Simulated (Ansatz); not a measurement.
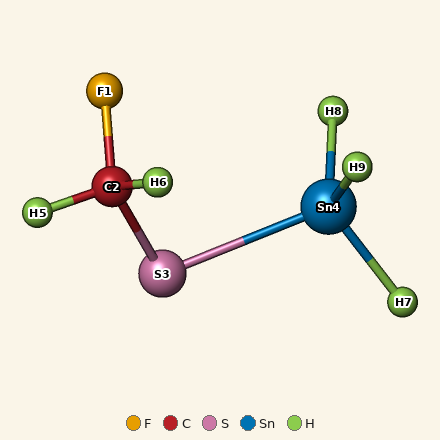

The system is CH₅FSSn, SMILES FC[S][SnH3]; the picture shows the reference structure. 
- Coordinates scanned: (1) angle F1–C2–S3; (2) dihedral F1–C2–S3–Sn4.
- Nothing is relaxed (all other coordinates rigid).
- The scan uses a 13 × 12 grid.
- Points are written as (first, second).
- Energies are in kcal/mol, from the relaxed molecule at the same level.
- Energies and slopes of some neighbouring points disagree (a jump in structure or state, or too coarse a mesh).
- All numbers below come from Ansatz, RKS PBE-D4/def2-TZVP.

Its coordinates:

| atom | x (Å) | y (Å) | z (Å) |
| --- | --- | --- | --- |
| F | 1.8410 | 0.9376 | 0.4474 |
| C | 0.8837 | 1.2684 | -0.5193 |
| S | 0.2772 | -0.1736 | -1.4303 |
| Sn | -0.8863 | -1.2802 | 0.4005 |
| H | 1.3579 | 1.9283 | -1.2605 |
| H | 0.0651 | 1.7909 | -0.0039 |
| H | -2.0804 | -2.2751 | -0.3274 |
| H | 0.2081 | -2.2212 | 1.3294 |
| H | -1.5778 | -0.0213 | 1.3471 |

Range: angle F1–C2–S3 from 87.9 to 137.9°; dihedral F1–C2–S3–Sn4 from −180 to 150°.

### What will the energy surface look like?

The lowest grid point is at (112.9°, 60°), 0.07 kcal/mol from the relaxed molecule at the same level. Other grid points that lie below all their neighbours: (112.9°, −60°) (1.9 kcal/mol higher). The highest grid point, (87.9°, 0°), lies 39.0 kcal/mol above the lowest.

| dihedral F1–C2–S3–Sn4 ↓, angle F1–C2–S3 → | 87.9 | 92.0 | 96.2 | 100.4 | 104.5 | 108.7 | 112.9 | 117.0 | 121.2 | 125.4 | 129.5 | 133.7 | 137.9 |
| --- | --- | --- | --- | --- | --- | --- | --- | --- | --- | --- | --- | --- | --- |
| 150 | 21.5 | 15.3 | 10.6 | 7.3 | 5.3 | 4.4 | 4.6 | 5.7 | 7.8 | 10.9 | 14.7 | 19.5 | 25.3 |
| 120 | 23.7 | 16.6 | 11.0 | 7.1 | 4.6 | 3.2 | 2.9 | 3.7 | 5.5 | 8.2 | 11.7 | 16.3 | 21.8 |
| 90 | 24.2 | 16.3 | 10.2 | 5.8 | 2.9 | 1.2 | 0.7 | 1.2 | 2.8 | 5.3 | 8.7 | 13.1 | 18.5 |
| 60 | 24.6 | 16.3 | 10.0 | 5.4 | 2.4 | 0.6 | 0.1 | 0.6 | 2.2 | 4.7 | 8.2 | 12.6 | 18.0 |
| 30 | 29.5 | 20.1 | 13.0 | 7.8 | 4.5 | 2.5 | 1.9 | 2.4 | 4.0 | 6.6 | 10.1 | 14.6 | 20.1 |
| 0 | 39.1 | 27.9 | 19.2 | 12.8 | 8.5 | 5.8 | 4.6 | 4.7 | 6.0 | 8.4 | 11.8 | 16.3 | 21.7 |
| −30 | 36.2 | 26.1 | 18.0 | 12.1 | 8.0 | 5.3 | 4.1 | 4.2 | 5.4 | 7.8 | 11.1 | 15.5 | 20.9 |
| −60 | 27.4 | 19.0 | 12.4 | 7.7 | 4.5 | 2.6 | 1.9 | 2.4 | 3.8 | 6.3 | 9.7 | 14.1 | 19.5 |
| −90 | 25.1 | 17.3 | 11.3 | 7.0 | 4.2 | 2.5 | 2.1 | 2.7 | 4.3 | 6.8 | 10.3 | 14.7 | 20.1 |
| −120 | 23.6 | 16.6 | 11.2 | 7.3 | 4.9 | 3.6 | 3.4 | 4.3 | 6.1 | 8.9 | 12.5 | 17.1 | 22.7 |
| −150 | 21.0 | 14.9 | 10.2 | 7.0 | 5.1 | 4.2 | 4.4 | 5.6 | 7.7 | 10.8 | 14.7 | 19.6 | 25.4 |
| −180 | 19.9 | 14.2 | 9.9 | 6.9 | 5.2 | 4.6 | 5.0 | 6.3 | 8.6 | 11.8 | 15.8 | 20.8 | 26.7 |

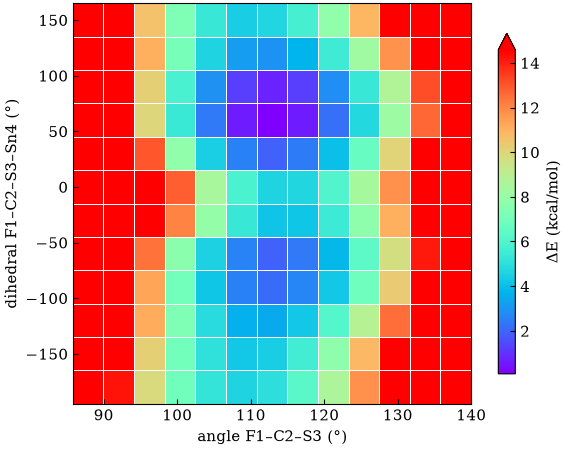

In the figure: one coloured cell a grid point, one colour for all values above the top of the scale.

Each point was launched as `ansatz run input.yaml --threads 1 --pin off --max-ram 2560MiB --backend cpu --events-out ev --progress --plain --runs-dir out`. Time for the 156 points that were run: 8.5 min on 1 thread of AMD EPYC 9R45 96-Core Processor (Zen 5), with other jobs on the host.
